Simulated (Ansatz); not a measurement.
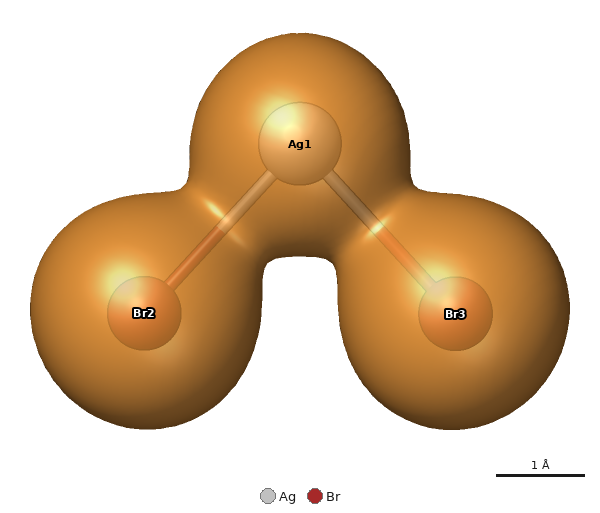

*AgBr2 (charge −1, triplet). Isosurface of the electron density at 0.2 e/Å³ (orange), seen across its widest extent.*

Geometry: PBE-D4/def2-TZVPD; core potentials replace the inner electrons of Ag.

Method: Ansatz 0.2.0, UKS PBE0-D4/def2-TZVPD.

**What does this surface tell about the bonding?**

At this value the surface is in one piece. It bridges the sampled Ag–Br (2.62 Å) contacts, where the density stays above the isovalue. On the grid the lowest density along these lines, outside the cores, is 0.35 e/Å³ (Ag–Br, 2.62 Å).
